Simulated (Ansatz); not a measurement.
**Run report: CH5F3Ge, geometry relaxation (part 2 of 2)**

The same run, continued: CH5F3Ge; RKS B3LYP/def2-SVP (Ansatz 0.2.0). The input holds or restrains some coordinates. It belongs to a series of runs on one base structure; here: pulled along the bonds that form and break, towards end B.

Geometry of the input (Å):
```
Ge -0.9015  0.5053  0.3002
C  0.6946  -0.6887  -0.7884
F  -2.4904  0.6542  -0.4251
F  -1.3849  -0.3020  1.7532
F  -0.5884  2.1943  0.4662
H  1.0435  -0.1079  0.4564
H  0.8606  0.4334  1.2450
H  0.9200  -1.5674  -0.1845
H  0.3432  -1.1049  -1.7508
H  1.5034  -0.0164  -1.0723
```

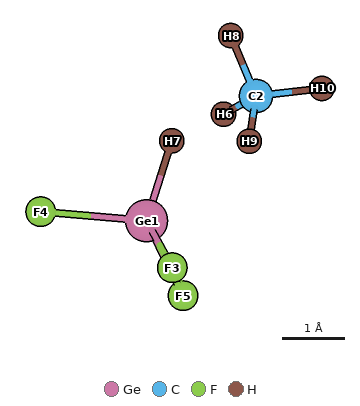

Figure 1. The geometry at step 9 of the log (ball-and-stick view, seen at a tilt; atoms are numbered from 1 in the order of the input).

Trajectory as extended XYZ, continued:
```
10
Properties=species:S:1:pos:R:3:forces:R:3 step=2 energy=-65771.67543
Ge   -0.9386    0.5865    0.4244    2.3431  -1.9055  -1.2402
C     0.8112   -0.7701   -0.8578   -3.0997   1.0277  -0.1147
F    -2.4825    0.6525   -0.4237    0.8371  -0.2177   0.1110
F    -1.3925   -0.3102    1.7837   -0.8483  -0.7777   0.8998
F    -0.5818    2.2291    0.4768   -0.0437   1.7392  -0.2655
H     1.0637   -0.2108    0.2948   -1.9149   1.9255   1.9874
H     0.7158    0.5337    1.3249    0.6881  -0.7393  -0.7709
H     0.9331   -1.5855   -0.1748    0.7975  -1.1565   0.4112
H     0.3447   -1.1169   -1.7708   -0.1692  -0.2738  -0.5620
H     1.5271   -0.0084   -1.0777    1.4100   0.3780  -0.4561
10
Properties=species:S:1:pos:R:3:forces:R:3 step=3 energy=-65771.48448
Ge   -0.9493    0.6709    0.5720    1.9359  -1.3606  -0.5020
C     0.9220   -0.8433   -0.9145   -0.4624   0.9909   1.6157
F    -2.4526    0.6482   -0.4133    1.7450  -0.2513   0.6195
F    -1.4200   -0.3317    1.8141   -1.9731  -1.7675   1.8611
F    -0.5868    2.2813    0.4719   -0.3650   3.6343  -0.7178
H     1.0787   -0.3108    0.1303   -3.2805   0.6563  -1.0447
H     0.5544    0.6247    1.3826   -0.6813  -0.0776  -0.5264
H     0.9531   -1.6137   -0.1702    1.7767  -2.0686  -0.1934
H     0.3409   -1.1219   -1.7815   -1.1767   0.4875   0.0935
H     1.5598   -0.0039   -1.0914    2.4814  -0.2433  -1.2055
10
Properties=species:S:1:pos:R:3:forces:R:3 step=4 energy=-65772.87882
Ge   -0.9623    0.7681    0.7411   -0.4328  -0.9172  -1.3743
C     1.0485   -0.9152   -0.9573   -0.9897   0.2013  -0.1833
F    -2.3847    0.6375   -0.3905    2.0665  -0.0667   1.1430
F    -1.4986   -0.3729    1.8662   -1.6307  -1.0862   1.2632
F    -0.6238    2.3894    0.4517   -0.5773   2.5668  -0.5120
H     1.0149   -0.3752   -0.0258   -3.1522   1.7623   0.9913
H     0.4048    0.6913    1.4087    0.6381  -0.2794  -0.1025
H     1.0440   -1.6933   -0.1981    1.9917  -1.9013  -0.8752
H     0.2912   -1.0877   -1.7541   -0.2585   0.6916   1.0337
H     1.6660   -0.0420   -1.1420    2.3448  -0.9712  -1.3840
10
Properties=species:S:1:pos:R:3:forces:R:3 step=5 energy=-65774.65800
Ge   -0.9932    0.8173    0.8138   -0.0314  -0.3523  -0.4962
C     1.0603   -0.9214   -0.9606   -0.4540   0.5449   0.7542
F    -2.3058    0.6278   -0.3608    1.2627  -0.1033   0.5685
F    -1.5882   -0.3785    1.9092   -0.9565  -0.0791   0.5115
F    -0.6896    2.4749    0.4489   -0.6812   0.9981  -0.0193
H     0.8556   -0.3403   -0.0697   -1.9617   0.8948   0.2451
H     0.3870    0.7277    1.4592    0.3493  -0.2185  -0.1739
H     1.1913   -1.7908   -0.2819    1.2605  -0.5382  -1.3494
H     0.2721   -1.0703   -1.7374    0.3038   0.3250   0.7587
H     1.8106   -0.1465   -1.2210    0.9086  -1.4713  -0.7991
10
Properties=species:S:1:pos:R:3:forces:R:3 step=6 energy=-65775.67336
Ge   -0.9944    0.8577    0.8859   -0.1700   0.0050  -0.1009
C     1.0481   -0.9050   -0.9394    0.8238  -0.0863   0.4760
F    -2.1820    0.5918   -0.3558    0.6628  -0.2132  -0.0192
F    -1.6910   -0.3272    1.9635   -0.4574   0.4968   0.2660
F    -0.7933    2.5473    0.4920   -0.5854   0.2111   0.4075
H     0.6792   -0.2929   -0.1024   -0.3300  -0.0968  -0.4145
H     0.3878    0.7530    1.4984    0.3472  -0.1746  -0.1143
H     1.3261   -1.8659   -0.4013    0.0877   0.7986  -0.9667
H     0.2974   -1.0786   -1.7365    0.2292   0.1251   0.3622
H     1.9222   -0.2804   -1.3047   -0.6080  -1.0656   0.1038
10
Properties=species:S:1:pos:R:3:forces:R:3 step=7 energy=-65776.13509
Ge   -0.9776    0.8751    0.9242   -0.5674   0.1496  -0.1368
C     1.0414   -0.9014   -0.9354    1.0005  -0.5011  -0.1829
F    -2.0188    0.5069   -0.4202    0.7368  -0.1865   0.0688
F    -1.7925   -0.2204    2.0220   -0.1277   0.7844   0.0911
F    -0.9242    2.5935    0.5796   -0.4575  -0.2650   0.6152
H     0.6641   -0.2931   -0.1161   -0.0512  -0.0355  -0.1076
H     0.4251    0.7389    1.4920    0.1273  -0.1061  -0.1660
H     1.3636   -1.8734   -0.4839   -0.1624   0.4861  -0.3806
H     0.2872   -1.0640   -1.7168   -0.0157   0.0549   0.0837
H     1.9317   -0.3622   -1.3455   -0.4828  -0.3809   0.1151
10
Properties=species:S:1:pos:R:3:forces:R:3 step=8 energy=-65776.53191
Ge   -0.9633    0.8680    0.9275   -0.7207   0.3931   0.2324
C     1.0513   -0.9091   -0.9505    0.7844  -0.5144  -0.3621
F    -1.8559    0.4125   -0.4847    0.6259  -0.1828   0.0268
F    -1.8921   -0.0560    2.0773   -0.0143   0.6177  -0.0304
F    -1.0573    2.5937    0.6923   -0.3126  -0.3124   0.4509
H     0.7317   -0.3051   -0.1103   -0.0354   0.0378   0.0218
H     0.4413    0.7232    1.4857    0.0665  -0.1214  -0.2130
H     1.3618   -1.8938   -0.5421   -0.0755   0.2662  -0.2386
H     0.2547   -1.0351   -1.6935   -0.0528   0.0547   0.0588
H     1.9277   -0.3983   -1.4017   -0.2655  -0.2387   0.0534
10
Properties=species:S:1:pos:R:3:forces:R:3 step=9 energy=-65776.72984
Ge   -0.9525    0.8923    0.9176   -0.7936   0.6100   0.2899
C     1.0486   -0.9386   -0.9414    0.7371  -0.6874  -0.5805
F    -1.7173    0.4594   -0.5730    0.5354  -0.1190   0.1178
F    -1.9284   -0.0174    2.0269    0.0005   0.3996  -0.0444
F    -1.1775    2.6173    0.8504   -0.2047  -0.3672   0.2798
H     0.7804   -0.3438   -0.0826   -0.0555   0.0857   0.1840
H     0.4573    0.7539    1.4567    0.0718  -0.0981  -0.2126
H     1.4387   -1.9076   -0.5673   -0.0911   0.2489  -0.1775
H     0.1946   -1.1121   -1.6100   -0.0063   0.1010   0.1031
H     1.8562   -0.4035   -1.4775   -0.1937  -0.1735   0.0405
10
Properties=species:S:1:pos:R:3:forces:R:3 step=10 energy=-65776.86850
Ge   -0.9356    0.9473    0.8866   -0.7555   0.7118   0.3446
C     1.0340   -0.9844   -0.9045    0.7024  -0.6547  -0.6375
F    -1.6027    0.5421   -0.6542    0.4037  -0.0509   0.0992
F    -1.8760   -0.0369    1.9555    0.0176   0.2647  -0.0600
F    -1.3275    2.6404    0.9722   -0.0989  -0.4229   0.1601
H     0.7906   -0.5053    0.0349    0.0277  -0.0520   0.1749
H     0.4998    0.8616    1.3600    0.0670  -0.0165  -0.1993
H     1.5003   -1.9644   -0.6780   -0.1217   0.2362  -0.0800
H     0.1429   -1.1380   -1.5266   -0.0148   0.0911   0.0824
H     1.7743   -0.3625   -1.4459   -0.2275  -0.1069   0.1156
10
Properties=species:S:1:pos:R:3:forces:R:3 step=11 energy=-65776.98880
Ge   -0.9194    0.9837    0.8753   -0.6927   0.8234   0.1605
C     1.0178   -1.0097   -0.8760    0.5526  -0.7426  -0.3385
F    -1.4436    0.5394   -0.7125    0.1444   0.1492   0.2446
F    -1.8642   -0.0060    1.9267    0.0751   0.0819  -0.0558
F    -1.4677    2.6314    1.0328    0.1044  -0.5609   0.0026
H     0.8335   -0.6580    0.1488    0.1377  -0.2175  -0.2639
H     0.5448    0.9383    1.2646   -0.0446   0.0579  -0.0848
H     1.5095   -2.0100   -0.8093   -0.2528   0.4545  -0.0628
H     0.0812   -1.0879   -1.4503    0.1389   0.0066   0.1965
H     1.7082   -0.3213   -1.4004   -0.1630  -0.0525   0.2016
10
Properties=species:S:1:pos:R:3:forces:R:3 step=12 energy=-65777.03903
Ge   -0.9346    1.0302    0.8290    0.1377  -0.3526   0.5040
C     1.0245   -1.0267   -0.8150    0.3658  -0.8680  -0.6904
F    -1.4290    0.6327   -0.7572   -0.1743   0.0027  -0.4694
F    -1.8341   -0.0229    1.8532    0.0062   0.0001   0.0334
F    -1.5356    2.6018    1.0826   -0.2077   0.6342   0.1507
H     0.9728   -0.7583    0.2381    0.0680  -0.1661   0.1841
H     0.5537    0.9092    1.1028   -0.1421   0.2755   0.0354
H     1.5130   -2.0255   -0.9113   -0.3018   0.4258   0.0691
H     0.0202   -1.0422   -1.2717    0.2504  -0.0667   0.1543
H     1.6492   -0.2985   -1.3507   -0.0023   0.1150   0.0289
10
Properties=species:S:1:pos:R:3:forces:R:3 step=13 energy=-65777.08435
Ge   -0.9364    1.0525    0.7770   -0.1335   0.2115   0.2655
C     1.0236   -1.0578   -0.7694    0.2131  -0.3288  -0.5489
F    -1.4559    0.7947   -0.8424   -0.0887   0.0431  -0.0762
F    -1.7218   -0.1420    1.7383   -0.0101   0.0301  -0.0422
F    -1.5949    2.5761    1.2416   -0.0103  -0.0613  -0.0128
H     1.0008   -0.7600    0.2735    0.0963  -0.1638   0.3451
H     0.5646    0.9951    0.9508   -0.0415   0.2817   0.0833
H     1.4755   -2.0569   -0.8535   -0.0419   0.0157   0.0041
H     0.0079   -1.0639   -1.1844    0.0182  -0.0434  -0.0103
H     1.6366   -0.3381   -1.3316   -0.0017   0.0152  -0.0075
10
Properties=species:S:1:pos:R:3:forces:R:3 step=14 energy=-65777.08800 accepted=F
Ge   -0.9340    1.0842    0.7354   -0.6182   0.3938   0.2867
C     1.0252   -1.0871   -0.7296    0.0968  -0.0298  -0.4943
F    -1.4703    0.9754   -0.9089    0.0531   0.0283   0.3363
F    -1.6546   -0.2386    1.5951    0.1349   0.3191  -0.2387
F    -1.6564    2.5350    1.3857    0.2923  -0.6155  -0.2929
H     1.0772   -0.7324    0.2985    0.1068  -0.1803   0.2295
H     0.5748    1.0617    0.8605   -0.0809   0.3086   0.0991
H     1.4656   -2.0884   -0.7938    0.0226  -0.0940  -0.0040
H    -0.0213   -1.1167   -1.0688    0.0785  -0.0190   0.0056
H     1.5939   -0.3931   -1.3741   -0.0861  -0.1112   0.0728
10
Properties=species:S:1:pos:R:3:forces:R:3 step=15 energy=-65777.09005
Ge   -0.9357    1.0611    0.7605   -0.3421   0.2794   0.1600
C     1.0288   -1.0683   -0.7536    0.1811  -0.2121  -0.5473
F    -1.4758    0.8827   -0.8688    0.0323   0.0170   0.0914
F    -1.7107   -0.1828    1.6688    0.0325   0.0633  -0.0671
F    -1.6083    2.5573    1.3029    0.0499  -0.1619  -0.0457
H     1.0511   -0.7320    0.2783    0.1001  -0.1499   0.3161
H     0.5652    1.0149    0.9254   -0.0218   0.2717   0.0725
H     1.4754   -2.0686   -0.8188    0.0149  -0.0487  -0.0074
H    -0.0039   -1.0985   -1.1250    0.0030  -0.0037  -0.0047
H     1.6139   -0.3661   -1.3699   -0.0499  -0.0551   0.0321
10
Properties=species:S:1:pos:R:3:forces:R:3 step=16 energy=-65777.09615
Ge   -0.9327    1.0803    0.7489   -0.2037   0.1053   0.0933
C     1.0247   -1.0763   -0.7345    0.1256  -0.3192  -0.5450
F    -1.4621    0.9549   -0.8858   -0.0165   0.0268  -0.0045
F    -1.6690   -0.2298    1.5910    0.0064   0.0468  -0.0076
F    -1.6486    2.5229    1.3603    0.0160  -0.0376   0.0025
H     1.0872   -0.7083    0.2847    0.1080  -0.1331   0.3200
H     0.5724    1.0522    0.8854   -0.0363   0.3096   0.1180
H     1.4513   -2.0883   -0.7850   -0.0077   0.0172   0.0081
H    -0.0204   -1.1018   -1.0724    0.0155  -0.0021   0.0129
H     1.5973   -0.4059   -1.3929   -0.0074  -0.0135   0.0023
```
